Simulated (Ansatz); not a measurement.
**C4H12Ge (SMILES CC(C)C[GeH3]) at PBEsol-D3(BJ)-ATM/x2c-SVPall (sfX2C, Coulomb fitting set, start density atoms)**

Aim: the vertical ionisation energy of C4H12Ge at PBEsol-D3(BJ)-ATM/x2c-SVPall (sfX2C, Coulomb fitting set, start density atoms), from 2 runs. 

The calculation is run with Ansatz 0.2.0.

5 further runs of the same task are left out: 3 for a known fault of the program, 2 that didn't finish. Runs told in other sessions of the task aren't counted.

## Step 1: The structure to begin with

C4H12Ge has 17 atoms, charge 0, and is taken as a singlet. SMILES: `CC(C)C[GeH3]`. The shape is that of a PBE0-D4/def2-TZVP optimisation. This is one conformer, not always the lowest.

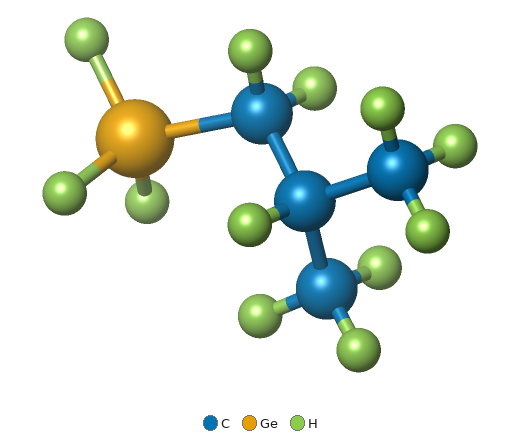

The structure, seen from a chosen angle (carbon blue, germanium amber, hydrogen green).

## Step 2: Energy and gradient at PBEsol-D3(BJ)-ATM/x2c-SVPall (sfX2C, Coulomb fitting set, start density atoms)

The input, run.yaml:

```yaml
crystal:
  periodic: [false, false, false]
  atoms:
    - {symbol: C, position_ang: [-1.065300, 0.017030, 1.152400]}
    - {symbol: C, position_ang: [0.340480, -0.122320, 0.586260]}
    - {symbol: C, position_ang: [1.025400, -1.359130, 1.152850]}
    - {symbol: C, position_ang: [0.339950, -0.164700, -0.940670]}
    - {symbol: Ge, position_ang: [-0.357840, 1.442150, -1.825170]}
    - {symbol: H, position_ang: [-1.552680, 0.937300, 0.820530]}
    - {symbol: H, position_ang: [-1.049160, 0.026690, 2.244940]}
    - {symbol: H, position_ang: [-1.693240, -0.822160, 0.835830]}
    - {symbol: H, position_ang: [0.919680, 0.755880, 0.900570]}
    - {symbol: H, position_ang: [0.479460, -2.264940, 0.870230]}
    - {symbol: H, position_ang: [2.047150, -1.455690, 0.777150]}
    - {symbol: H, position_ang: [1.069230, -1.323890, 2.244770]}
    - {symbol: H, position_ang: [1.359330, -0.310640, -1.311300]}
    - {symbol: H, position_ang: [-0.243350, -1.023440, -1.291830]}
    - {symbol: H, position_ang: [0.040890, 1.437230, -3.312590]}
    - {symbol: H, position_ang: [-1.892890, 1.528870, -1.742710]}
    - {symbol: H, position_ang: [0.232900, 2.701760, -1.161270]}
basis:
  gaussian:
    orbitals: x2c-SVPall.json
    fitting: {mean_field: x2c-jfit}
hamiltonian:
  xc: {name: PBEsol}
  dispersion: d3bjatm
output: {forces: true}
```

The basis set x2c-SVPall is read from a file made from the Basis Set Exchange's data (not shown).

The run is started by

```console
$ ansatz run run.yaml --threads 1 --pin off --max-ram 3480MiB --events-out events.jsonl --progress --plain --runs-dir runs
```

Log, shortened:

```text
Warning: RAYON_NUM_THREADS=1 ignored (pool sized by the plan → 1); use --threads N
Functional definition: PBEsol
  name "PBEsol"
[...]
501 factors; integrals over basis functions are off by at most 1.6e1 eV
[...]
mean field -61367.48805135 eV, -2255.2135895098 hartree, gradient 5.6e-5 eV, S^2 0.000000; 0 other end points of the search recorded, 0 dependent functions left out
[...]
reference -61367.48809197 eV, -2255.2135910026 hartree; 34, 34 occupied and 114, 114 virtual orbitals, 501 factors
Total energy: -61367.64008414 eV, -2255.2191766117 hartree
Relativity: scalar
Atom 0 at    -1.065300     0.017030     1.152400 Å, force     0.475428    -0.016383    -0.168874 eV/Å
Atom 1 at     0.340480    -0.122320     0.586260 Å, force    -0.287743    -0.383588    -0.137387 eV/Å
Atom 2 at     1.025400    -1.359130     1.152850 Å, force    -0.192883     0.422629    -0.188038 eV/Å
Atom 3 at     0.339950    -0.164700    -0.940670 Å, force    -0.208587     0.569186     0.266456 eV/Å
Atom 4 at    -0.357840     1.442150    -1.825170 Å, force     0.029512    -0.086597     0.038606 eV/Å
Atom 5 at    -1.552680     0.937300     0.820530 Å, force    -0.289819     0.530635    -0.198055 eV/Å
Atom 6 at    -1.049160     0.026690     2.244940 Å, force    -0.011722     0.009123     0.620813 eV/Å
Atom 7 at    -1.693240    -0.822160     0.835830 Å, force    -0.359852    -0.473659    -0.173833 eV/Å
Atom 8 at     0.919680     0.755880     0.900570 Å, force     0.328175     0.503128     0.169235 eV/Å
Atom 9 at     0.479460    -2.264940     0.870230 Å, force    -0.302156    -0.515837    -0.155270 eV/Å
Atom 10 at     2.047150    -1.455690     0.777150 Å, force     0.584166    -0.074531    -0.203645 eV/Å
Atom 11 at     1.069230    -1.323890     2.244770 Å, force     0.029460     0.006877     0.612364 eV/Å
Atom 12 at     1.359330    -0.310640    -1.311300 Å, force     0.571737    -0.060931    -0.240119 eV/Å
Atom 13 at    -0.243350    -1.023440    -1.291830 Å, force    -0.345471    -0.474846    -0.220641 eV/Å
Atom 14 at     0.040890     1.437230    -3.312590 Å, force     0.012996     0.001738    -0.051453 eV/Å
Atom 15 at    -1.892890     1.528870    -1.742710 Å, force    -0.057138     0.002384     0.003041 eV/Å
Atom 16 at     0.232900     2.701760    -1.161270 Å, force     0.023898     0.040670     0.026799 eV/Å
Dipole moment:     0.063888    -0.140374     0.109190 e Å
```

Run time: 2.8 s. Hardware: 1 thread of Intel Xeon 6975P-C (Granite Rapids), shared host; peak memory 0.18 GiB.

## Step 3: The doublet cation, same level

run.yaml, as its differences from that of step 2:

```diff
@@ -1 +1,5 @@
+basis:
+  gaussian:
+    orbitals: x2c-SVPall.json
+    fitting: {mean_field: x2c-jfit}
 crystal:
@@ -20,6 +24,7 @@
     - {symbol: H, position_ang: [0.232900, 2.701760, -1.161270]}
-basis:
-  gaussian:
-    orbitals: x2c-SVPall.json
-    fitting: {mean_field: x2c-jfit}
+output: {forces: true}
+total_charge: 1
+magnetization:
+  spin_polarized: true
+  initial_magnetization: 1
 hamiltonian:
@@ -27,2 +32 @@
   dispersion: d3bjatm
-output: {forces: true}
```

The basis set x2c-SVPall is read from a file made from the Basis Set Exchange's data (not shown).

The run is started by

```console
$ ansatz run run.yaml --threads 1 --pin off --max-ram 3480MiB --events-out events.jsonl --progress --plain --runs-dir runs
```

Log, shortened:

```text
Warning: RAYON_NUM_THREADS=1 ignored (pool sized by the plan → 1); use --threads N
[... 2 set-up lines as earlier in the session ...]
[...]
501 factors; integrals over basis functions are off by at most 1.6e1 eV
[...]
mean field -61357.71958614 eV, -2254.8546050344 hartree, gradient 1.5e-5 eV, S^2 0.751059; 10 other end points of the search recorded, 0 dependent functions left out
[...]
reference -61357.71962999 eV, -2254.8546066459 hartree; 34, 33 occupied and 114, 115 virtual orbitals, 501 factors
Total energy: -61357.87162215 eV, -2254.8601922549 hartree
Relativity: scalar
Atom 0 at    -1.065300     0.017030     1.152400 Å, force     0.928946    -0.634746     0.148394 eV/Å
Atom 1 at     0.340480    -0.122320     0.586260 Å, force    -2.501883     1.998403    -1.554995 eV/Å
Atom 2 at     1.025400    -1.359130     1.152850 Å, force     0.997525    -1.267209    -0.249113 eV/Å
[...]
Atom 7 at    -1.693240    -0.822160     0.835830 Å, force    -0.524091    -0.396733    -0.195142 eV/Å
Atom 8 at     0.919680     0.755880     0.900570 Å, force     0.770300     0.393612     0.440102 eV/Å
Atom 9 at     0.479460    -2.264940     0.870230 Å, force    -0.368357    -0.363226    -0.249251 eV/Å
Atom 10 at     2.047150    -1.455690     0.777150 Å, force     0.540813    -0.031334    -0.185797 eV/Å
Atom 11 at     1.069230    -1.323890     2.244770 Å, force    -0.147176     0.485148     0.631619 eV/Å
Atom 12 at     1.359330    -0.310640    -1.311300 Å, force     0.685847     0.505493    -0.607271 eV/Å
Atom 13 at    -0.243350    -1.023440    -1.291830 Å, force    -0.833423    -0.145291    -0.558035 eV/Å
Atom 14 at     0.040890     1.437230    -3.312590 Å, force     0.214462    -0.372349     0.096445 eV/Å
Atom 15 at    -1.892890     1.528870    -1.742710 Å, force    -0.172753    -0.511380     0.374216 eV/Å
Atom 16 at     0.232900     2.701760    -1.161270 Å, force     0.179827    -0.265104     0.235137 eV/Å
Dipole moment:     0.176019    -0.400375     0.320878 e Å
```

It took 15 s on 1 thread of Intel Xeon 6975P-C (Granite Rapids), shared host; peak memory 0.27 GiB.

## Step 4: Results

At PBEsol-D3(BJ)-ATM/x2c-SVPall (sfX2C, Coulomb fitting set, start density atoms):

| quantity | value |
| --- | --- |
| singlet C4H12Ge: total energy | -2255.21918 Eh |
| singlet C4H12Ge: dipole moment | 0.91 D |
| singlet C4H12Ge: dispersion energy | -14.67 kJ/mol |
| singlet C4H12Ge: largest force on an atom | 0.662 eV/Å |
| doublet cation: total energy | -2254.86019 Eh |
| doublet cation: dispersion energy | -14.67 kJ/mol |
| doublet cation: ⟨S²⟩ | 0.751 |
| doublet cation: largest force on an atom | 3.631 eV/Å |
| vertical ionisation energy (to the doublet cation) | 9.768 eV |

**Reading.** The vertical ionisation energy comes to 9.77 eV (943 kJ/mol). The largest force (singlet C4H12Ge) is 0.66 eV/Å: the shape isn't a stationary point for this species at this level. Mulliken charges (singlet C4H12Ge) run from -0.19 on C2 to +0.14 on Ge5. Mulliken charges (doublet cation) run from -0.27 on C2 to +0.20 on Ge5; they depend strongly on the basis.
